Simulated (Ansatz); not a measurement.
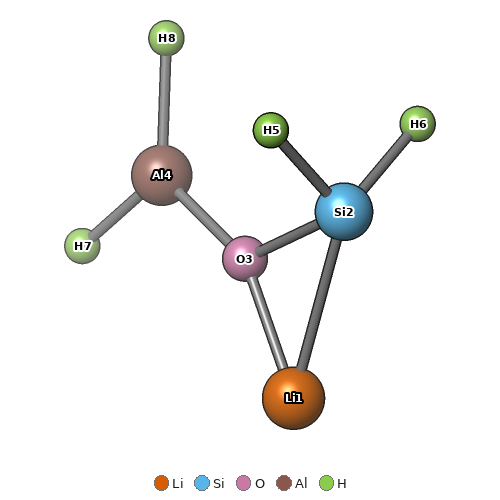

The system is AlH4LiOSi; the picture shows the grid point nearest to the relaxed geometry. Two internal coordinates are moved rigidly from the geometry relaxed at PBE0-D4/def2-TZVP, all others fixed. Coordinates scanned: (1) bond Si2–H5; (2) angle H5–Si2–H6. Grid: 7 × 7 points. Points are written as (first, second). Energies are in kJ/mol, from the lowest grid point. Computed with RHF-CCSD(T), frozen core/def2-TZVPP in Ansatz 0.2.0.

Its coordinates:

```xyz
8

Li   -2.2152    0.9251   -0.3458
Si   -0.0756    1.6555    0.2140
O    -0.6922   -0.0053   -0.1427
Al    0.1741   -1.4733   -0.1681
H     1.0869    1.7247   -0.6682
H     0.6520    1.4295    1.5212
H    -0.6848   -2.7509   -0.5518
H     1.7130   -1.5078    0.1724
```

Range: bond Si2–H5 from 1.301 to 1.967 Å; angle H5–Si2–H6 from 80.4 to 116.4°.

**What landscape does the calculation give?**

The lowest grid point is at (1.461 Å, 98.4°). The bottom of the well lies between grid points, at about (1.508 Å, 98°), about 1.9 kJ/mol lower on the interpolated surface. It is the only kind of minimum in the scanned range. The highest grid point, (1.967 Å, 116.4°), lies 101 kJ/mol above the lowest. Round the minimum the two coordinates are nearly uncoupled.

```tsv
angle H5–Si2–H6 ↓, bond Si2–H5 →	1.301	1.366	1.461	1.572	1.694	1.827	1.967
116.4	61	36	19	21	38	67	101
110.4	51	25	9	10	27	56	91
104.4	45	19	2	3	21	50	85
98.4	43	17	0	1	18	47	82
92.4	47	20	3	3	20	48	83
86.4	55	28	10	10	26	53	87
80.4	68	41	23	22	37	63	96
```

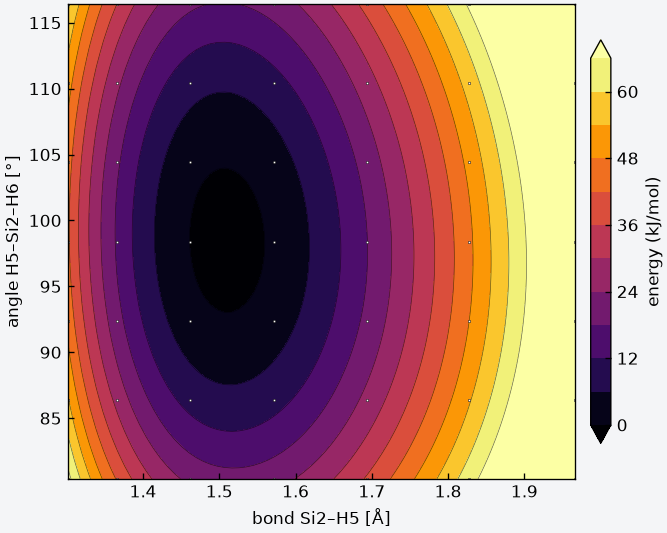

The picture shows filled contours, dots at the grid points, one colour for all values above the top of the scale. Between grid points the surface is interpolated.
